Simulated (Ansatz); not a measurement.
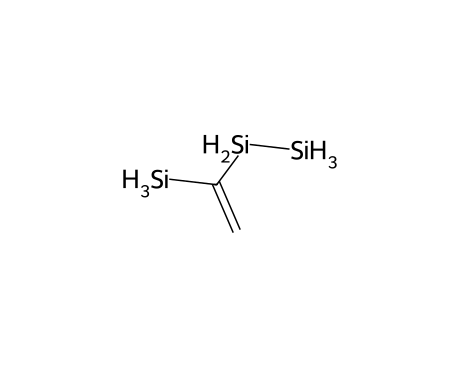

Simulated data, not a measurement (program: Ansatz).

2D structure.

### Give its SMILES.

C=C([SiH3])[SiH2][SiH3]

### Give the formula, hydrogens included.

C2H10Si3.

### An optimisation with PBE-D4/def2-SVP gave a structure of which point group?

C1. Other conformers may differ.
